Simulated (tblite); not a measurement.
# Geometry relaxation of C8H16Si (part 1 of 2)

System: C8H16Si, SMILES C=C(C)[C@@]1(C)CCC[SiH2]1.
Method: GFN2-xTB geometry optimisation, gas phase (tblite 0.8.0).

It belongs to a series of runs on one base structure; here: constitutional isomer.

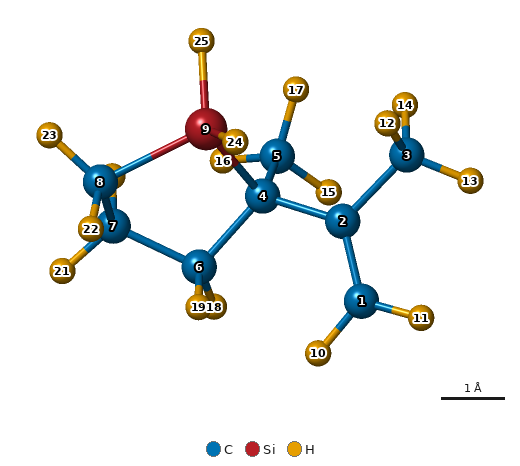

The starting structure (ball-and-stick view, seen at a tilt; atoms are numbered from 1 in the order of the input). Bond lengths as drawn: C–C 1.34 to 1.54 Å, C–H 1.09 to 1.13 Å, C–Si 1.85 to 1.89 Å and H–Si 1.45 to 1.46 Å.

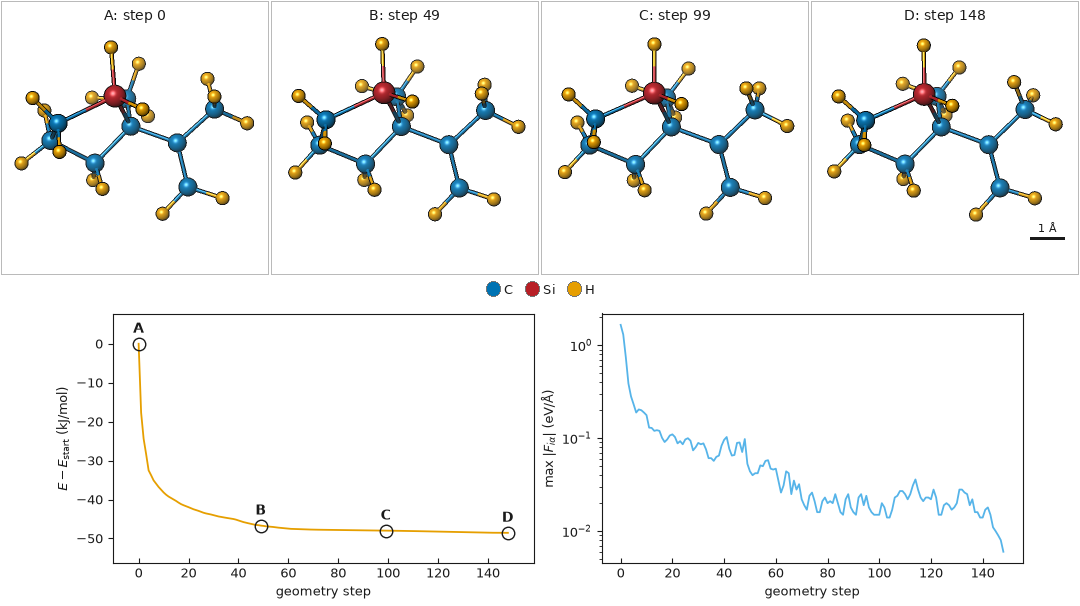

Frames of the relaxation (ball-and-stick view, seen at a tilt) above the curves, on which the letters mark them (steps are counted from 0).

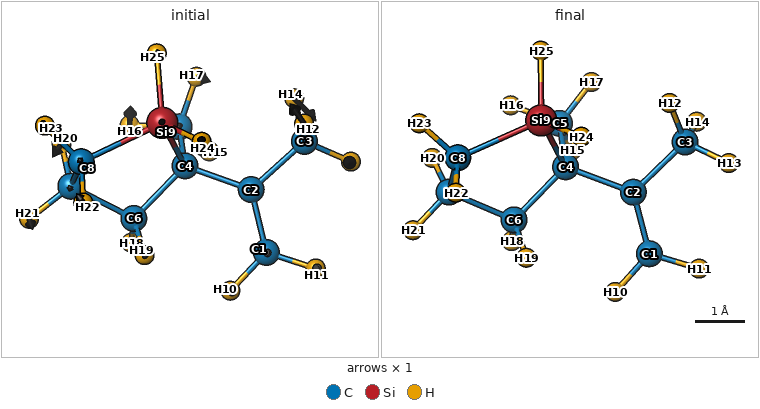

Before (left) and after (right) the relaxation, at one scale (ball-and-stick view, seen at a tilt). The black arrows give the displacements, at true length. After 148 geometry steps the energy has fallen by 48.6 kJ/mol. Largest force component: 1.7 eV/Å at the start, 0.006 eV/Å at the end. The atom that moves furthest after the best rigid fit is H14 (0.76 Å). By element the largest moves are H 0.76 Å, C 0.17 Å, Si 0.12 Å. Among the contacts that change: C4–Si9 1.855 → 1.928 Å, C6–H19 1.129 → 1.092 Å, C4–C5 1.498 → 1.535 Å, C2–C4 1.470 → 1.505 Å. Among the angles that change: C7–C8–Si9 97.9° → 104.7°, C8–Si9–H24 106.2° → 112.5°, H22–C8–H23 112.5° → 106.8°. (Atoms are counted from 1 in the order of the input.)

The input that produced these results follows, with the program's output.

### Input file
```
{"job": {"kind": "relax", "xc": "GFN2-xTB", "basis": "xTB"}, "charge": 0, "multiplicity": 1}
C      1.950600    -0.349600     1.485700
C      1.502900     0.054600     0.283600
C      2.432400     0.831400    -0.595300
C      0.151400    -0.239300    -0.213100
C      0.220200    -1.052100    -1.469800
C     -0.751000    -0.939800     0.796800
C     -2.183000    -0.665400     0.364000
C     -2.353800     0.855600     0.489400
Si    -0.757800     1.369100    -0.376700
H      1.334700    -0.917600     2.189300
H      2.954200    -0.111700     1.827500
H      2.146700     1.903300    -0.497300
H      3.483500     0.638600    -0.351600
H      2.265300     0.574100    -1.670900
H      1.056300    -1.760400    -1.323900
H     -0.685800    -1.664700    -1.658600
H      0.416900    -0.435500    -2.367900
H     -0.521100    -2.028700     0.845800
H     -0.627700    -0.478400     1.820100
H     -2.333000    -0.903200    -0.700100
H     -2.931000    -1.201500     0.967400
H     -2.371600     1.144300     1.549700
H     -3.236600     1.218600    -0.062400
H     -0.174600     2.414000     0.437100
H     -0.999400     1.768500    -1.759700
```

The first line tells a small driver script what to run in tblite; the rest is the geometry in Å.

Run as:
```bash
OMP_NUM_THREADS=1 python <driver script> task.json out
```

### What the program printed
```
step      E/eV     max force
  0    -733.98397    2.431
  1    -734.16751    1.506
  2    -734.23670    0.806
  3    -734.27755    0.442
  4    -734.32091    0.287
  5    -734.33388    0.252
  6    -734.34767    0.234
  7    -734.35629    0.218
  8    -734.36510    0.216
  9    -734.37249    0.203
 10    -734.37966    0.195
 11    -734.38573    0.186
 12    -734.39068    0.133
 13    -734.39463    0.158
 14    -734.39830    0.129
 15    -734.40234    0.151
 16    -734.40683    0.139
 17    -734.41081    0.123
 18    -734.41378    0.108
 19    -734.41626    0.122
 20    -734.41897    0.132
 21    -734.42190    0.134
 22    -734.42452    0.112
 23    -734.42665    0.098
 24    -734.42878    0.107
 25    -734.43130    0.117
 26    -734.43378    0.104
 27    -734.43561    0.095
 28    -734.43698    0.076
 29    -734.43843    0.081
 30    -734.44019    0.097
 31    -734.44204    0.107
 32    -734.44364    0.113
 33    -734.44491    0.103
 34    -734.44607    0.083
 35    -734.44720    0.066
 36    -734.44824    0.061
 37    -734.44926    0.082
 38    -734.45046    0.092
 39    -734.45209    0.089
 40    -734.45416    0.104
 41    -734.45646    0.111
 42    -734.45861    0.087
 43    -734.46034    0.093
 44    -734.46182    0.085
 45    -734.46338    0.090
 46    -734.46499    0.094
 47    -734.46631    0.085
 48    -734.46681    0.103
 49    -734.46805    0.062
 50    -734.46879    0.050
 51    -734.46984    0.045
 52    -734.47045    0.046
 53    -734.47111    0.052
 54    -734.47172    0.069
 55    -734.47267    0.063
 56    -734.47344    0.069
 57    -734.47411    0.071
 58    -734.47475    0.059
 59    -734.47549    0.058
 60    -734.47620    0.057
 61    -734.47666    0.047
 62    -734.47693    0.036
 63    -734.47717    0.038
 64    -734.47747    0.050
 65    -734.47780    0.046
 66    -734.47803    0.027
 67    -734.47819    0.043
 68    -734.47834    0.035
 69    -734.47854    0.038
 70    -734.47875    0.026
 71    -734.47887    0.023
 72    -734.47897    0.024
 73    -734.47907    0.024
 74    -734.47920    0.026
 75    -734.47931    0.021
 76    -734.47940    0.019
 77    -734.47949    0.023
 78    -734.47960    0.022
 79    -734.47972    0.026
 80    -734.47985    0.025
 81    -734.47997    0.023
 82    -734.48008    0.020
 83    -734.48018    0.027
 84    -734.48028    0.023
 85    -734.48037    0.016
 86    -734.48044    0.015
 87    -734.48051    0.023
 88    -734.48059    0.027
 89    -734.48067    0.021
 90    -734.48075    0.017
 91    -734.48083    0.018
 92    -734.48092    0.024
 93    -734.48102    0.026
 94    -734.48113    0.021
 95    -734.48123    0.026
 96    -734.48130    0.019
 97    -734.48136    0.022
 98    -734.48141    0.020
 99    -734.48146    0.017
100    -734.48153    0.016
101    -734.48163    0.024
102    -734.48173    0.022
103    -734.48182    0.018
104    -734.48189    0.016
105    -734.48197    0.020
106    -734.48206    0.025
107    -734.48217    0.026
108    -734.48227    0.028
109    -734.48238    0.030
110    -734.48249    0.027
111    -734.48263    0.027
112    -734.48282    0.031
113    -734.48297    0.034
114    -734.48315    0.039
115    -734.48336    0.031
116    -734.48360    0.028
117    -734.48381    0.026
118    -734.48400    0.026
119    -734.48414    0.025
120    -734.48425    0.025
121    -734.48435    0.029
122    -734.48446    0.025
123    -734.48466    0.018
124    -734.48472    0.020
125    -734.48484    0.021
126    -734.48492    0.023
127    -734.48503    0.023
128    -734.48512    0.023
129    -734.48523    0.024
130    -734.48536    0.024
131    -734.48555    0.035
132    -734.48576    0.039
133    -734.48595    0.033
134    -734.48611    0.031
135    -734.48632    0.025
136    -734.48649    0.024
137    -734.48662    0.019
138    -734.48669    0.017
139    -734.48678    0.016
140    -734.48687    0.016
141    -734.48697    0.018
142    -734.48704    0.019
143    -734.48710    0.017
144    -734.48714    0.013
145    -734.48718    0.012
146    -734.48721    0.012
147    -734.48724    0.011
148    -734.48725    0.007
```

### Trajectory as extended XYZ (Å, eV, eV/Å), 19 of the 149 frames kept, from step=0 to step=148
```
25
Properties=species:S:1:pos:R:3:forces:R:3 step=0 energy=-733.98397
C     1.9506   -0.3496    1.4857   -0.3640   0.0620  -0.3500
C     1.5029    0.0546    0.2836    1.6190  -0.7730   1.6400
C     2.4324    0.8314   -0.5953   -0.5180   0.3540  -1.0310
C     0.1514   -0.2393   -0.2131   -0.4550  -0.0380   0.5110
C     0.2202   -1.0521   -1.4698    0.4080  -1.0060  -1.0690
C    -0.7510   -0.9398    0.7968   -0.1370  -0.6140   0.8520
C    -2.1830   -0.6654    0.3640   -0.6340   0.2060   0.1670
C    -2.3538    0.8556    0.4894   -0.1370  -0.2220  -0.3590
Si   -0.7578    1.3691   -0.3767   -0.7040   1.6600  -0.2560
H     1.3347   -0.9176    2.1893    0.4510   0.3100  -0.3970
H     2.9542   -0.1117    1.8275   -0.3000  -0.0640  -0.1200
H     2.1467    1.9033   -0.4973    0.5890  -0.5580  -0.0470
H     3.4835    0.6386   -0.3516   -0.4140   0.3270  -0.0030
H     2.2653    0.5741   -1.6709    0.2390   0.1590   0.8300
H     1.0563   -1.7604   -1.3239   -0.2940   0.0930  -0.4370
H    -0.6858   -1.6647   -1.6586    0.5010   0.5300   0.1160
H     0.4169   -0.4355   -2.3679   -0.0980  -0.4300   0.4170
H    -0.5211   -2.0287    0.8458   -0.1530   0.6090   0.1120
H    -0.6277   -0.4784    1.8201   -0.0790  -0.6100  -0.9400
H    -2.3330   -0.9032   -0.7001   -0.0310  -0.2770   0.4190
H    -2.9310   -1.2015    0.9674    0.2480  -0.0080  -0.1730
H    -2.3716    1.1443    1.5497   -0.2750   0.0300  -0.4690
H    -3.2366    1.2186   -0.0624    0.1750  -0.1850   0.6510
H    -0.1746    2.4140    0.4371    0.3050   0.3830   0.0670
H    -0.9994    1.7685   -1.7597    0.0560   0.0620  -0.1320
25
Properties=species:S:1:pos:R:3:forces:R:3 step=8 energy=-734.36510
C     1.9792   -0.3601    1.5033   -0.0070   0.0610  -0.0790
C     1.5348    0.0307    0.3164    0.1360  -0.0480   0.0590
C     2.4194    0.8265   -0.6057    0.0740   0.0290   0.0930
C     0.1449   -0.2250   -0.1991    0.0910  -0.0420   0.0920
C     0.2497   -1.0706   -1.4832   -0.0250   0.0690   0.0280
C    -0.7724   -0.9558    0.7978   -0.1290  -0.0010  -0.0360
C    -2.2134   -0.6693    0.3761    0.0040   0.0510   0.0200
C    -2.3713    0.8529    0.4568   -0.0070  -0.0500  -0.0110
Si   -0.7701    1.4660   -0.3858   -0.2000  -0.0470   0.0460
H     1.3743   -0.9182    2.1945    0.0680  -0.0210   0.0260
H     2.9758   -0.1207    1.8402   -0.0210  -0.0430  -0.0470
H     2.1957    1.8882   -0.4974   -0.0330   0.0050  -0.0490
H     3.4694    0.6864   -0.3522   -0.0470  -0.0380  -0.0240
H     2.2675    0.5582   -1.6487    0.0270  -0.0060   0.0960
H     1.0592   -1.7956   -1.3948   -0.0060   0.0140   0.0480
H    -0.6671   -1.6272   -1.6527   -0.0440   0.0190  -0.0250
H     0.4320   -0.4651   -2.3657    0.0260   0.0590  -0.0470
H    -0.5540   -2.0249    0.8468   -0.0120   0.0120  -0.0940
H    -0.6393   -0.5390    1.7981    0.0040  -0.0280  -0.0190
H    -2.3646   -0.9854   -0.6607   -0.0660  -0.0260   0.1190
H    -2.9395   -1.2082    0.9919    0.0730   0.1060   0.0550
H    -2.4115    1.1609    1.5060    0.0310  -0.0330  -0.1170
H    -3.2993    1.1952   -0.0007    0.0640  -0.0600  -0.0460
H    -0.1233    2.5121    0.4265   -0.0750  -0.0490  -0.1960
H    -0.9871    1.8124   -1.7985    0.0740   0.0680   0.1090
25
Properties=species:S:1:pos:R:3:forces:R:3 step=16 energy=-734.40683
C     2.0046   -0.3701    1.5141   -0.0440  -0.0050  -0.1010
C     1.5414    0.0272    0.3362    0.0840   0.0760   0.0250
C     2.4269    0.8254   -0.5828    0.0690   0.0290  -0.0230
C     0.1469   -0.2149   -0.1886    0.0710  -0.0610   0.0930
C     0.2509   -1.0443   -1.4801   -0.0220   0.0200  -0.0310
C    -0.7780   -0.9668    0.7848   -0.0900  -0.0300   0.0530
C    -2.2278   -0.6802    0.4008   -0.0150   0.0590  -0.0010
C    -2.3877    0.8394    0.4310    0.0270   0.0300   0.0010
Si   -0.7901    1.4575   -0.4025   -0.0510   0.0330   0.0040
H     1.4201   -0.9395    2.2140    0.0210  -0.0080   0.0170
H     3.0136   -0.1401    1.8263   -0.1010  -0.0370  -0.0510
H     2.1976    1.8886   -0.5063   -0.0520  -0.0190   0.0310
H     3.4787    0.6936   -0.3359   -0.0390  -0.0250   0.0670
H     2.2847    0.5383   -1.6194   -0.0040  -0.0270  -0.0290
H     1.0432   -1.7861   -1.3876    0.0060  -0.0240   0.0200
H    -0.6768   -1.5746   -1.6672   -0.0770  -0.0260  -0.0120
H     0.4500   -0.4379   -2.3568    0.0780   0.0990  -0.0590
H    -0.5738   -2.0383    0.7896    0.0650  -0.0320  -0.0220
H    -0.6370   -0.5861    1.7956    0.0590  -0.0070   0.0690
H    -2.4302   -1.0417   -0.6100   -0.0420  -0.0540   0.0580
H    -2.9286   -1.1715    1.0816    0.0640  -0.0070  -0.0190
H    -2.4217    1.1672    1.4721   -0.0290   0.0500  -0.0550
H    -3.3173    1.1602   -0.0369    0.0600  -0.0130  -0.0160
H    -0.1485    2.5477    0.3328   -0.0070   0.0350   0.0740
H    -0.9519    1.8712   -1.7958   -0.0300  -0.0550  -0.0930
25
Properties=species:S:1:pos:R:3:forces:R:3 step=25 energy=-734.43130
C     2.0083   -0.3964    1.5015    0.0090   0.0000  -0.0270
C     1.5362    0.0269    0.3378    0.0670   0.0210   0.0390
C     2.4309    0.8249   -0.5675    0.0430   0.0150  -0.0120
C     0.1426   -0.2008   -0.1819    0.0490  -0.0500   0.0940
C     0.2443   -1.0086   -1.4858    0.0010   0.0030  -0.0010
C    -0.7663   -0.9754    0.7890   -0.0970  -0.0190   0.0130
C    -2.2258   -0.6837    0.4439   -0.0520   0.0610   0.0080
C    -2.3888    0.8387    0.4027   -0.0160   0.0100   0.0070
Si   -0.7945    1.4658   -0.4243   -0.0650  -0.0380   0.0570
H     1.4416   -0.9667    2.2135   -0.0280  -0.0270  -0.0080
H     3.0238   -0.1764    1.7907   -0.0120  -0.0270   0.0220
H     2.1755    1.8826   -0.5075    0.0060   0.0090   0.0030
H     3.4718    0.7004   -0.2790    0.0050   0.0590   0.0090
H     2.3246    0.5204   -1.6032    0.0130  -0.0130  -0.0360
H     1.0041   -1.7809   -1.3850    0.0380  -0.0750   0.0090
H    -0.6978   -1.4993   -1.7053   -0.0850   0.0220  -0.0500
H     0.5016   -0.3856   -2.3356    0.0130   0.0340  -0.0840
H    -0.5556   -2.0455    0.7453    0.0090  -0.0290  -0.0100
H    -0.6007   -0.6473    1.8159    0.0300   0.0880  -0.0270
H    -2.4855   -1.1065   -0.5299    0.0600   0.0280   0.0070
H    -2.8974   -1.1397    1.1754    0.0220   0.0230   0.0340
H    -2.4522    1.2265    1.4213   -0.0260  -0.0310  -0.0310
H    -3.3056    1.1337   -0.1049    0.0110  -0.0450   0.0090
H    -0.1959    2.5806    0.3147    0.0100   0.0030   0.0120
H    -0.9502    1.8364   -1.8327   -0.0020  -0.0240  -0.0380
25
Properties=species:S:1:pos:R:3:forces:R:3 step=33 energy=-734.44491
C     2.0173   -0.4245    1.4927    0.0040  -0.0180  -0.0130
C     1.5511    0.0207    0.3344    0.0140   0.0330   0.0440
C     2.4463    0.8349   -0.5588   -0.0010  -0.0010   0.0190
C     0.1507   -0.2004   -0.1810    0.0350  -0.0010   0.0330
C     0.2393   -0.9891   -1.4993   -0.0160   0.0090   0.0040
C    -0.7557   -0.9733    0.7967   -0.0420   0.0380  -0.0180
C    -2.2213   -0.6782    0.4819   -0.0340   0.0220  -0.0290
C    -2.4032    0.8381    0.3896    0.0010   0.0100   0.0100
Si   -0.8031    1.4583   -0.4265   -0.0060  -0.0240   0.0110
H     1.4401   -1.0026    2.1906   -0.0150  -0.0380  -0.0200
H     3.0316   -0.2253    1.8005   -0.0080   0.0150  -0.0310
H     2.1595    1.8862   -0.5190   -0.0280  -0.0210  -0.0210
H     3.4834    0.7535   -0.2401   -0.0260   0.0030  -0.0080
H     2.3728    0.5085   -1.5923    0.0440   0.0190   0.0080
H     0.9538   -1.8061   -1.3996   -0.0280  -0.0300   0.0050
H    -0.7275   -1.4116   -1.7566   -0.0430  -0.0140   0.0070
H     0.5472   -0.3632   -2.3324    0.0420   0.0110  -0.0090
H    -0.5609   -2.0478    0.7389    0.0390   0.0570   0.0760
H    -0.5654   -0.6333    1.8154    0.0100  -0.0200  -0.0110
H    -2.4946   -1.1312   -0.4725   -0.0160  -0.0250  -0.0170
H    -2.8750   -1.1037    1.2471    0.0260  -0.0420  -0.0130
H    -2.5052    1.2586    1.3907    0.0090  -0.0100   0.0040
H    -3.3142    1.0927   -0.1495    0.0240  -0.0120   0.0000
H    -0.2266    2.5879    0.3078    0.0190   0.0000  -0.0200
H    -0.9512    1.7752   -1.8497   -0.0020   0.0410  -0.0100
25
Properties=species:S:1:pos:R:3:forces:R:3 step=41 energy=-734.45646
C     2.0220   -0.4598    1.4779   -0.0040   0.0030  -0.0690
C     1.5586    0.0161    0.3294    0.0270   0.0570   0.0020
C     2.4544    0.8505   -0.5489   -0.0170  -0.0140   0.0160
C     0.1537   -0.1959   -0.1815    0.0830  -0.0150  -0.0120
C     0.2262   -0.9825   -1.5018   -0.0350  -0.0150  -0.0030
C    -0.7482   -0.9544    0.8106    0.0350   0.0270  -0.0230
C    -2.2179   -0.6847    0.4908    0.0210  -0.0100   0.0050
C    -2.4127    0.8300    0.3826    0.0160  -0.0110  -0.0010
Si   -0.8121    1.4566   -0.4314    0.0600  -0.0350  -0.0020
H     1.4390   -1.0709    2.1453    0.0750   0.0380  -0.0200
H     3.0328   -0.2538    1.7968   -0.0550  -0.0480  -0.0210
H     2.1184    1.8894   -0.5469    0.0320  -0.0670  -0.0030
H     3.4853    0.8133   -0.1972   -0.1030   0.0360   0.0200
H     2.4397    0.5022   -1.5800   -0.0160  -0.0020   0.0620
H     0.8750   -1.8548   -1.4001   -0.0370   0.0500   0.0490
H    -0.7644   -1.3311   -1.7824   -0.0050  -0.0020  -0.0320
H     0.6021   -0.3691   -2.3184   -0.0030  -0.0370   0.0360
H    -0.5294   -2.0254    0.8011   -0.0200   0.0230  -0.0210
H    -0.5582   -0.5792    1.8182   -0.0390   0.0090  -0.0140
H    -2.5022   -1.1494   -0.4555    0.0630  -0.0390   0.0040
H    -2.8484   -1.1212    1.2684   -0.0580   0.0330  -0.0080
H    -2.5335    1.2595    1.3775    0.0150   0.0000  -0.0070
H    -3.3139    1.0734   -0.1771   -0.0090  -0.0180   0.0240
H    -0.2198    2.5876    0.2865   -0.0110   0.0170   0.0190
H    -0.9576    1.7779   -1.8548   -0.0150   0.0200   0.0000
25
Properties=species:S:1:pos:R:3:forces:R:3 step=49 energy=-734.46805
C     2.0356   -0.5075    1.4426   -0.0070   0.0030   0.0080
C     1.5606    0.0141    0.3200    0.0320   0.0160   0.0110
C     2.4536    0.8700   -0.5336   -0.0120   0.0040   0.0160
C     0.1531   -0.1868   -0.1821    0.0530   0.0160   0.0030
C     0.1996   -0.9739   -1.5002    0.0100  -0.0150   0.0100
C    -0.7367   -0.9304    0.8292    0.0490   0.0020   0.0080
C    -2.2063   -0.6932    0.5034    0.0190  -0.0140   0.0070
C    -2.4109    0.8167    0.3615   -0.0460  -0.0050  -0.0020
Si   -0.8106    1.4595   -0.4405   -0.0270   0.0190  -0.0060
H     1.4626   -1.1451    2.0910    0.0150   0.0020   0.0060
H     3.0446   -0.3102    1.7692   -0.0070  -0.0300  -0.0450
H     2.0711    1.8889   -0.5881   -0.0210  -0.0200  -0.0250
H     3.4576    0.9002   -0.1155   -0.0150   0.0090  -0.0360
H     2.5129    0.4807   -1.5482    0.0240   0.0180   0.0300
H     0.7608   -1.8988   -1.3698    0.0010  -0.0280   0.0160
H    -0.8039   -1.2274   -1.8326    0.0000  -0.0040   0.0070
H     0.6698   -0.3962   -2.2918    0.0060  -0.0100  -0.0010
H    -0.4978   -1.9953    0.8481   -0.0260  -0.0310   0.0020
H    -0.5570   -0.5181    1.8232    0.0270  -0.0140   0.0320
H    -2.4726   -1.2013   -0.4248   -0.0130   0.0410  -0.0330
H    -2.8380   -1.1090    1.2913   -0.0320   0.0060   0.0010
H    -2.5477    1.2625    1.3469    0.0170  -0.0080   0.0160
H    -3.3124    1.0357   -0.2043   -0.0420   0.0260  -0.0380
H    -0.2284    2.5985    0.2728   -0.0160   0.0110   0.0400
H    -0.9707    1.7907   -1.8589    0.0110   0.0050  -0.0280
```
